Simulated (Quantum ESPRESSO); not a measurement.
# Voltage at the next charge: Cu(100), 5 layers against an electrode

**Set-up.** Quantum ESPRESSO 7.5, PBE, GBRV ultrasoft; ESM with bc3, a metal electrode 5.00 Å above the top atoms; cell area 6.516 Å²; ions fixed. V is the potential energy of an electron at the electrode over the slab's Fermi level, divided by e, so that it equals the work function at zero charge; positive charge removes electrons.

```tsv
charge (e a cell)	V (V)
0	4.434
0.0098	5.386
0.0195	6.344
```

**Question.** What is V at a charge of 0.0391 e, and what capacitance do the rows imply?

**Fit.** The last two rows give dV/dq = (6.344 − 5.386)/(0.0195 − 0.0098) = 98.8 V/e, so C = 1602/(6.516 × 98.8) = 2.49 µF/cm², an effective gap of 8.854/2.49 = 3.56 Å. At constant C, V = 6.344 + 98.8 × 0.0196 = 8.28 V.

What the calculation gave: V = 8.319 V; the estimate misses by −0.04 V, 2.0 % of the step. Over the three intervals C goes 2.53, 2.49 and 2.44 µF/cm²: it falls as electrons leave, the surface charge drawing back towards the atoms.

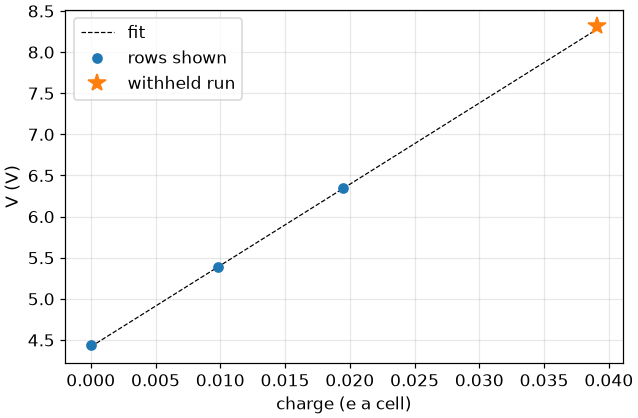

The rows shown, the fit and the withheld run.

**Limits.** Vacuum fills the gap; a dielectric or electrolyte would change C. The slab is thin.

[Logs are printed without paths, hosts, clocks, repeated set-up lines and the standing remarks that a program may print on its own settings, such as how far it seeks lower states.]
